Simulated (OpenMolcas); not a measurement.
**Hf²⁺ among point charges: CASSCF levels and susceptibility**

How does a field of 4 point charges split the states of Hf²⁺, and what χT follows?

Method: state-averaged CASSCF, spin-orbit coupling by RASSI with atomic mean-field integrals. Code: OpenMolcas 26.06.

1 further run of the same task is left out (it didn't finish).

## 1. The atom as given

| Property | Result |
| --- | --- |
| Species | Hf²⁺ (hafnium, Z = 72, 70 electrons) |
| Basis | ANO-RCC-VTZP [8s7p5d3f2g1h], 104 functions |
| Scalar Hamiltonian | DKH2, point nucleus |
| Inactive shells | 1s 2s 2p 3s 3p 3d 4s 4p 4d 4f 5s 5p |
| Active space | 2 electrons in 5 orbitals (5d) |
| Some configurations of this space | 5d² |
| Orbitals | optimised for each spin and parity, averaged over all roots |

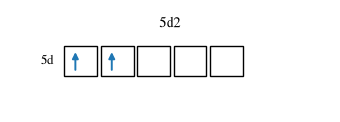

Outer shells as boxes.

The ion sits among 4 point charges of -1.3 e arranged as a square (D4h), 1.83 Å from the ion. The active orbitals were held to one l.

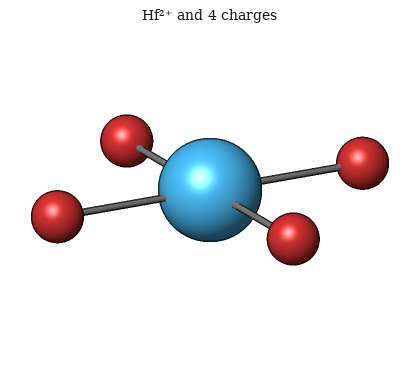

The ion and the point charges (red).

Each step is its own input file, run in one work folder so that later steps find the files of earlier ones. Labels, J, g values, rates, χT and fits are worked out afterwards by a script from the matrices that RASSI stores. The input lists half of the charges; inversion (Group=XYZ) makes the rest.

## 2. Basis and integrals

The input, a.inp:

```
&GATEWAY
Coord
1

Hf 0.0 0.0 0.0
Basis=ANO-RCC-VTZP
Group=XYZ
NoMove
AngMom=0.0 0.0 0.0
AMFI
XField
2 Angstrom 0
1.830000 0.000000 0.000000 -1.300000
0.000000 1.830000 0.000000 -1.300000
&SEWARD
```

Launch:

```sh
> OMP_NUM_THREADS=1 MOLCAS_MEM=1689 MOLCAS_PROJECT=a pymolcas a.inp > a.log
```

## 3. Reference wave functions, triplets of even parity, 10 roots

The input, a.inp:

```
&RASSCF
FileOrb=start.orb
Symmetry=1
Spin=3
nActEl=2 0 0
Inactive=15 19
Ras2=5 0
CIRoot=10 10 1
SDav=10
CIMx=300
Iter=120 100
PrWF=0.3
OrbListing=Nothing
MaxOrb=0
SupSym
1
25 4 5 6 7 8 10 11 12 13 14 16 17 18 19 20 24 25 26 27 28 29 30 31 32
33
0
>>> COPY $Project.JobIph JOB001
```

start.orb holds the contracted functions of the basis, ordered by shell, or the orbitals of the step before.

## 4. CASSCF: singlets of even parity, 15 roots

The input, a.inp:

```
&RASSCF
FileOrb=start.orb
Symmetry=1
Spin=1
nActEl=2 0 0
Inactive=15 19
Ras2=5 0
CIRoot=15 15 1
SDav=15
CIMx=300
Iter=120 100
PrWF=0.3
OrbListing=Nothing
MaxOrb=0
SupSym
1
25 4 5 6 7 8 10 11 12 13 14 16 17 18 19 20 24 25 26 27 28 29 30 31 32
33
0
>>> COPY $Project.JobIph JOB002
```

## 5. State interaction with spin-orbit coupling

The input, a.inp:

```
&RASSI
NrOfJobIphs=2 10 15
1 2 3 4 5 6 7 8 9 10
1 2 3 4 5 6 7 8 9 10 11 12 13 14 15
IphNames
JOB001
JOB002
EJob
SpinOrbit
DIPRint=1.0
SOCoupling=1000.0
Subsets=2
Property=9
'ANGMOM' 1 'ANGMOM' 2 'ANGMOM' 3 'MLTPL  1' 1 'MLTPL  1' 2 'MLTPL  1' 3
'AMFI' 1 'AMFI' 2 'AMFI' 3
SOProperty=3
'ANGMOM' 1 'ANGMOM' 2 'ANGMOM' 3
```

**Question.** What will these runs give? Wanted: spin-free ground state; first state of the same spin within the active space; lowest level; next level.

**Answer**, as computed:

| quantity | value |
| --- | --- |
| method | CASSCF |
| spin-free ground state | 3A2, 1-fold in its orbital part |
| first state of the same spin within the active space | 3E at 8140 cm⁻¹ |
| lowest level | 1-fold A1 |
| next level | 204.5 cm⁻¹ |
| χT at 300 K | 0.63 cm³ K/mol |
| effective moment at 300 K | 2.24 μB |

**Reading.** The spin-free ground state (3A2) comes to 84 % from free-ion F terms and keeps the highest spin of the shell. χT at 300 K is 0.63, against 1.00 cm³ K/mol for the spin alone, so spin-orbit coupling lowers it. The field of point charges can differ much from that of real complexes. This is an electrostatic model: the charges have no orbitals.
